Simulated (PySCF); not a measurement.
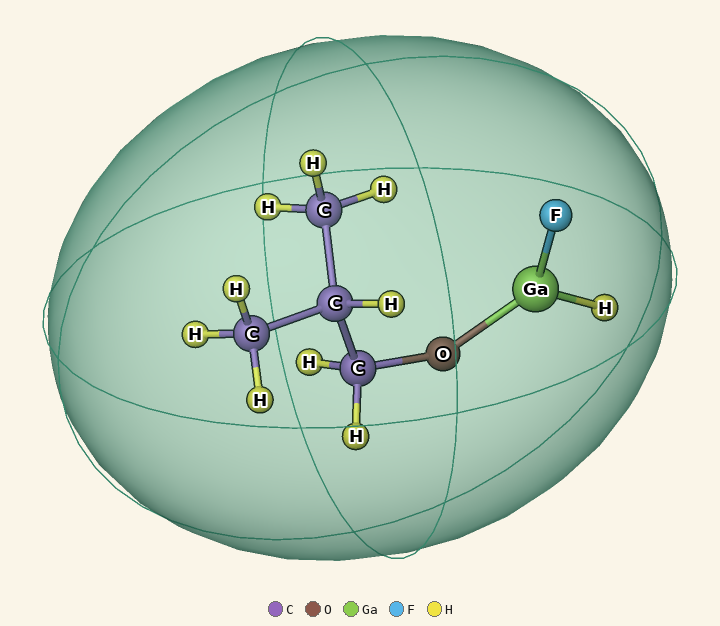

The ellipsoid shows the static dipole polarisability: its half-axes are proportional to the principal values. Computed geometry: GFN2-xTB optimisation. No frequency run is at hand to confirm it as a minimum. Method: CAM-B3LYP/def2-SVPD (PySCF 2.14.0).

Question: How large and how anisotropic is the polarisability?

Answer: Principal values 67.1, 74.9, 90.9 bohr³; mean 77.6 bohr³ (11.51 Å³); anisotropy 21.0 bohr³, so the longest axis is 1.35 times the shortest.

The geometry is semi-empirical. Around Ga such bond lengths and angles can be off by a tenth of an ångström or more and by several degrees, and values that hang on the shape move with them.
